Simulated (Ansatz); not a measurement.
Molecular dynamics of GeW₈C₈ (part 3 of 3)

GeW₈C₈ (slab, 17 atoms in the cell); DFT PBEsol, scalar-relativistic, plane waves, PAW, PAW set soft_1, no spin polarisation (Ansatz 0.2.0); cutoff 420 eV, 3×3×1 k-mesh, Fermi–Dirac smearing of 0.05 eV. The structure derives from an entry of the Crystallography Open Database. The input holds or restrains some coordinates. It belongs to a series of runs on one base structure; here: dynamics from the last frame of the run before.

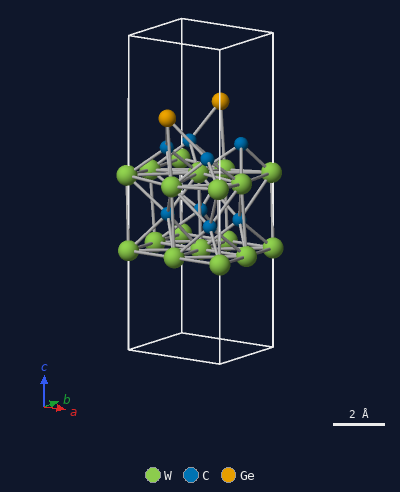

The geometry at step 108 of the log (ball-and-stick view of the cell of the calculation, with the vacuum cut short, seen slightly off an axis).

Output, continued
```
  k-point 2: bands = ["-70.0296", "-69.9352", "-69.8908", "-69.8685", "-69.8488", "-69.8215", "-69.7982", "-69.7830", "-34.6564", "-34.6039", "-34.5171", "-34.4750", "-34.4231", "-34.3818", "-34.3498", "-34.3218", "-34.2860", "-34.2745", "-34.1970", "-34.1767", "-34.1429", "-34.1043", "-34.0453", "-33.9936", "-33.9860", "-33.9643", "-33.9426", "-33.9157", "-33.8864", "-33.8760", "-33.8080", "-33.7124", "-19.9603", "-19.9405", "-19.9157", "-19.8804", "-19.8743", "-9.2377", "-8.1439", "-7.7429", "-7.2006", "-7.0924", "-6.6364", "-6.1421", "-6.0549", "-3.6093", "-2.5286", "-2.4439", "-2.2795", "-2.0655", "-1.8441", "-1.6661", "-1.3988", "-0.9315", "-0.7175", "-0.4145", "-0.2046", "0.1051", "0.3844", "0.5522", "0.7698", "0.8304", "1.0737", "1.1648", "1.3724", "1.4581", "1.6892", "1.9660", "2.3010", "2.3640", "2.4516", "2.7147", "2.7934", "2.9204", "2.9789", "3.1396", "3.1588", "3.3487", "3.4697", "3.8177", "4.2894", "4.5894", "4.8331", "5.4997", "5.6841", "5.8126", "6.0156", "6.1408", "6.2633", "6.5579", "6.8595", "6.8889", "7.3572", "7.5512", "7.9037", "8.0454"]
  k-point 4: bands = ["-70.0303", "-69.9326", "-69.8943", "-69.8611", "-69.8538", "-69.8225", "-69.8023", "-69.7787", "-34.6531", "-34.6075", "-34.5198", "-34.4751", "-34.4171", "-34.3914", "-34.3673", "-34.3155", "-34.2891", "-34.2694", "-34.2216", "-34.1618", "-34.1489", "-34.0908", "-34.0425", "-33.9970", "-33.9932", "-33.9591", "-33.9428", "-33.9058", "-33.8813", "-33.8540", "-33.8170", "-33.7179", "-19.9603", "-19.9405", "-19.9157", "-19.8804", "-19.8743", "-9.2231", "-8.1257", "-7.7085", "-7.2860", "-7.0565", "-6.7323", "-6.1241", "-6.0473", "-3.5984", "-2.5338", "-2.3552", "-2.3025", "-2.0337", "-1.8935", "-1.7387", "-1.3868", "-0.8553", "-0.6761", "-0.3970", "-0.2639", "0.0620", "0.3251", "0.4726", "0.5899", "0.7667", "0.9850", "1.2366", "1.3726", "1.4985", "1.7970", "1.8974", "2.2601", "2.4109", "2.5737", "2.7115", "2.8498", "2.9445", "3.0768", "3.1385", "3.2353", "3.3353", "3.5293", "3.8783", "4.2989", "4.6069", "4.9600", "5.6070", "5.7272", "5.8074", "5.8766", "6.1022", "6.2032", "6.5726", "6.6728", "7.1905", "7.4966", "7.7882", "7.8700", "8.0230"]
--- MD trajectory: 180 steps, t = 0.0 → 180.0 fs ---
  final state: T = 845.2 K   F+E_penalty+E_count = -88273.06385276 eV   E_kin = 1.420207 eV
```

Trajectory as extended XYZ (Å, eV, eV/Å), 6 of the 181 frames kept, from step=0 to step=180
```
17
Lattice="5.8078 0.0000 0.0000 -2.9039 5.0297 0.0000 0.0000 0.0000 17.2440" Properties=species:S:1:pos:R:3:forces:R:3 step=0 time_fs=0.0 energy=-88273.33550 temperature=1350.0
W     0.0000    0.0000    1.0000   -0.6377  -1.1207   0.2218
C     1.4589    0.7547    2.1837   -0.0386   0.2691   2.1059
W    -0.0068   -0.2246    3.8662   -1.9849   1.6389  -0.1106
C     1.3323    0.6228    5.0323    1.8589  -0.2173   0.4519
W    -1.4520    2.5149    1.0000   -0.7502  -1.3831   0.4261
C    -0.0676    3.2064    2.2615    1.1201   1.1293   1.1216
W    -1.5027    2.3452    3.8885   -0.3684  -1.5835  -0.4565
C    -0.0955    3.1875    4.9789    0.3197   0.8005   1.4347
W     2.9039    0.0000    1.0000    0.8596  -1.0046  -0.3127
C     4.4530    0.7374    2.4172   -1.3508   0.0575  -1.0789
W     2.8763   -0.1870    3.8209   -1.0034   0.6723  -2.3270
C     4.1090    0.5378    5.1679    1.0343   0.7834  -0.7225
W     1.4520    2.5149    1.0000   -0.0145  -0.6743   0.1983
C     2.8540    3.1669    2.4104    0.9148   1.0732  -1.1225
W     1.4165    2.3291    3.8811   -0.6183  -0.4236  -0.4179
C     2.7910    3.2006    5.0160   -0.3069  -0.5642   0.0998
Ge   -0.4141    4.6614    6.3593    0.9664   0.5470   0.4884
17
Lattice="5.8078 0.0000 0.0000 -2.9039 5.0297 0.0000 0.0000 0.0000 17.2440" Properties=species:S:1:pos:R:3:forces:R:3 step=36 time_fs=36.0 energy=-88271.55621 temperature=1303.0
W     0.0000    0.0000    1.0000   -1.2022  -0.9730   0.1581
C     1.1957    0.8137    2.2915    3.7114   0.3988   0.7007
W     0.0067   -0.1623    3.9480   -1.7268   0.0086  -1.5341
C     1.4978    0.6330    4.9822   -0.0540   0.1803   1.6794
W    -1.4520    2.5149    1.0000    0.1425  -1.0369  -0.1461
C     0.0686    3.2840    2.1990   -1.2660   0.4186   1.8699
W    -1.6409    2.2692    3.8446    3.1345   2.9682   2.2477
C    -0.1868    3.1258    5.3840    0.4226   0.3956  -3.6846
W     2.9039    0.0000    1.0000   -0.1430  -0.2869  -0.0881
C     4.3642    0.7577    2.4406   -0.4912  -0.3729  -2.1518
W     2.8539   -0.2237    3.7406   -0.2209  -0.3296   1.4664
C     4.1904    0.6383    4.9801   -0.1314  -0.6740   1.0242
W     1.4520    2.5149    1.0000    0.2797  -0.9225   0.0337
C     2.9631    3.2523    2.2652   -1.1634   0.4270   0.9146
W     1.4600    2.3721    3.9875   -2.2502   0.5113   0.0740
C     2.6920    3.3718    5.1875    0.1944  -1.1301  -1.2943
Ge   -0.4638    4.7036    6.5388    0.7642   0.4174  -1.2698
17
Lattice="5.8078 0.0000 0.0000 -2.9039 5.0297 0.0000 0.0000 0.0000 17.2440" Properties=species:S:1:pos:R:3:forces:R:3 step=72 time_fs=72.0 energy=-88271.97334 temperature=2552.2
W     0.0000    0.0000    1.0000   -0.8472  -0.2169   0.8991
C     1.4142    0.8424    2.2319   -0.1429  -0.2731   1.6229
W    -0.0620    0.0202    4.0080   -1.8694  -2.1404  -1.1556
C     1.3297    0.6614    5.2051    2.0024  -0.4111   0.0154
W    -1.4520    2.5149    1.0000   -1.2897  -0.3681   0.2064
C    -0.1374    3.1880    2.3524    1.2919   1.1412  -0.0544
W    -1.6940    2.3176    3.8522    3.9974   0.4636   0.0766
C    -0.1373    3.1957    5.1150   -0.5063   0.6178   0.1448
W     2.9039    0.0000    1.0000   -1.2470  -1.1577  -0.9574
C     4.2059    0.8275    2.2393    1.3092  -0.3489   1.2101
W     2.8586   -0.2535    3.7725   -2.1515   2.8865   2.4648
C     4.1193    0.5169    5.2563    0.5910   0.2104  -1.7479
W     1.4520    2.5149    1.0000   -0.6411   0.0767   1.0946
C     2.7222    3.4383    2.3979    1.0248  -1.0203  -0.5016
W     1.3434    2.4251    4.0085   -0.2959  -0.9586  -1.6212
C     2.9412    3.2038    4.9875   -1.7141   1.0259   1.4233
Ge   -0.2937    4.7049    6.6887    0.4884   0.4732  -3.1201
17
Lattice="5.8078 0.0000 0.0000 -2.9039 5.0297 0.0000 0.0000 0.0000 17.2440" Properties=species:S:1:pos:R:3:forces:R:3 step=108 time_fs=108.0 energy=-88271.61363 temperature=1475.3
W     0.0000    0.0000    1.0000    0.6878  -0.1437   1.7822
C     1.3564    0.9078    2.5347    0.7367  -0.8180  -2.1084
W    -0.1184    0.0143    4.0069    1.2864  -1.3874  -0.8580
C     1.3435    0.8714    5.1963    0.6863  -1.1798   0.4025
W    -1.4520    2.5149    1.0000    0.6683  -0.5352   1.1597
C     0.2336    3.4742    2.3841   -2.2635  -2.1220  -1.3810
W    -1.6142    2.3882    3.8963    0.1790   2.9073  -0.0575
C    -0.3461    3.3839    5.1121    0.9745  -0.4105   0.4208
W     2.9039    0.0000    1.0000   -0.0329  -0.1266   1.0819
C     4.3901    0.6215    2.3360   -0.5555   2.5021  -0.3107
W     2.8607   -0.0962    3.8491   -4.2124   0.8583  -1.5724
C     4.0330    0.7845    4.9991    1.8864   0.5943   3.4451
W     1.4520    2.5149    1.0000    0.0514  -0.3423   1.9459
C     2.9711    3.2629    2.2725   -0.8889   0.8893   0.9294
W     1.3126    2.5141    4.0551    1.4964   0.0331  -0.6151
C     2.7525    3.5315    5.2638   -0.3444  -1.5326  -2.5877
Ge   -0.1455    4.7987    6.5895   -0.3554   0.8137  -1.6767
17
Lattice="5.8078 0.0000 0.0000 -2.9039 5.0297 0.0000 0.0000 0.0000 17.2440" Properties=species:S:1:pos:R:3:forces:R:3 step=144 time_fs=144.0 energy=-88272.75818 temperature=1166.7
W     0.0000    0.0000    1.0000   -1.1366   0.5379  -0.6003
C     1.4558    0.6982    2.1859   -1.1066   2.2313   1.7908
W    -0.0603    0.0462    3.8990   -0.2236   0.3670   0.1037
C     1.5423    0.7540    5.0511   -1.0696   0.9218   0.6895
W    -1.4520    2.5149    1.0000   -1.6050   0.0866  -1.5841
C    -0.1606    3.3156    2.2021    2.0101   1.0307   2.0019
W    -1.5824    2.5284    3.8122    2.8094   0.1218   0.8078
C     0.0029    3.4771    5.1646   -0.3164  -0.6925  -0.9497
W     2.9039    0.0000    1.0000    0.0158  -0.1964  -1.8198
C     4.1842    0.9916    2.3130    1.0462  -1.8422   0.4547
W     2.8135   -0.0110    3.7526    0.9902  -0.2619   0.7539
C     4.2454    0.7911    5.1066   -0.1255  -0.3800  -0.7694
W     1.4520    2.5149    1.0000   -0.5864   0.3188   1.3729
C     2.6615    3.6162    2.3998    0.8752  -3.3234  -0.0868
W     1.3564    2.5628    4.0371   -0.2359  -0.4595  -1.4582
C     2.9462    3.2005    5.0271   -1.3804   1.1355   0.5729
Ge   -0.0413    5.0040    6.4715    0.0391   0.4045  -1.2798
17
Lattice="5.8078 0.0000 0.0000 -2.9039 5.0297 0.0000 0.0000 0.0000 17.2440" Properties=species:S:1:pos:R:3:forces:R:3 step=180 time_fs=180.0 energy=-88273.06385 temperature=845.2
W     0.0000    0.0000    1.0000   -0.4266  -0.6944   0.4125
C     1.3816    0.7939    2.3069    0.1036   0.4408   0.2703
W    -0.0642    0.0532    3.9271   -0.2602  -0.8303  -0.4186
C     1.4719    0.8358    5.1678    0.3196  -0.3024  -0.7705
W    -1.4520    2.5149    1.0000   -1.5146  -0.9403  -0.6057
C    -0.0852    3.2857    2.1760    1.0548   1.0508   2.0980
W    -1.4927    2.6066    3.8152    0.1395  -2.3808   1.0808
C     0.0002    3.4498    5.2123   -0.8028   0.2646  -1.1874
W     2.9039    0.0000    1.0000   -0.9751  -0.3221  -1.8494
C     4.2917    0.5925    2.3152    1.4121   2.6875   0.5795
W     2.8487   -0.0352    3.6970   -0.1545   1.0993   3.3341
C     4.2328    0.9259    5.1720   -0.1047  -0.9524  -1.9662
W     1.4520    2.5149    1.0000   -0.1016  -0.7663   0.9223
C     2.8573    3.3122    2.3177    0.2654   0.6086  -0.1296
W     1.2798    2.5507    4.0488    2.4096  -0.7804  -1.9301
C     2.9056    3.2183    4.9482   -0.8554   0.8895   0.8137
Ge    0.0110    5.0045    6.3880   -0.5090   0.9281  -0.6535
```

This output came from the following input.

The input
```yaml
crystal:
  lattice:
    - [5.8078, 0.0, 0.0]
    - [-2.9039, 5.029702, 0.0]
    - [0.0, 0.0, 17.24395]
  atoms:
    - { symbol: W, position: [0.0, 0.0, 0.0579914] }
    - { symbol: C, position: [0.32621942, 0.1500428, 0.1266357] }
    - { symbol: W, position: [-0.02349586, -0.04464557, 0.22420731] }
    - { symbol: C, position: [0.29131494, 0.1238292, 0.29183162] }
    - { symbol: W, position: [0.0, 0.5, 0.0579914] }
    - { symbol: C, position: [0.30710933, 0.63749316, 0.13114588] }
    - { symbol: W, position: [-0.02559161, 0.4662794, 0.22549815] }
    - { symbol: C, position: [0.30042239, 0.63373959, 0.28873225] }
    - { symbol: W, position: [0.5, 0.0, 0.0579914] }
    - { symbol: C, position: [0.84004403, 0.14661868, 0.14017912] }
    - { symbol: W, position: [0.47665431, -0.03717242, 0.22157632] }
    - { symbol: C, position: [0.76095308, 0.10691733, 0.29969381] }
    - { symbol: W, position: [0.5, 0.5, 0.0579914] }
    - { symbol: C, position: [0.80621882, 0.62963847, 0.13978303] }
    - { symbol: W, position: [0.47542407, 0.46306868, 0.22506769] }
    - { symbol: C, position: [0.79873262, 0.63634185, 0.2908854] }
    - { symbol: Ge, position: [0.39208635, 0.92678174, 0.36878509] }
basis:
  ecutwfc: 420.0
kpoints:
  mp_grid: { grid: [3, 3, 1] }
hamiltonian:
  xc: pbesol
  pseudopotentials: { kind: paw, azcp: { folder: soft_1 } }
scf:
  occupations: { method: fermi_dirac, width: 0.05 }
  lower_state_search: "off"
md:
  timestep: 1
  n_steps: 180
  ensemble: nvt_langevin
  temperature: 1350.0
  initial_velocities: maxwell_boltzmann
  seed: 201662
  friction: 0.05
  constraints: [{ sites: [0, 4, 8, 12] }]
```

Command:
```bash
ansatz run input.yaml --threads 2 --pin off --max-ram 5120MiB --backend cpu --events-out ev --progress --plain --runs-dir out
```

Key numbers

```tsv
quantity	value
outcome	finished
mean temperature over the second half	1343 K
trajectory	180 steps, 180 fs
ensemble	nvt_langevin
temperature in the input	1350.0 K
time step	1 fs
electrons treated	158
potential energy (free energy of the electrons) (last step)	−88273.0639 eV
Fermi energy (last step)	3.801 eV
largest force (length of the vector) (last step), held atoms and coordinates included	3.514 eV/Å
hardware	2 threads of Arm Neoverse V2, 24 GiB of memory available, shared host
wall time	31 min (CPU time 62 min)
peak memory	1 GiB
```

Remarks

Warnings of the run: the PAW datasets were made with another functional. Spin–orbit coupling is left out, which matters for W. So short a trajectory is not equilibrated.
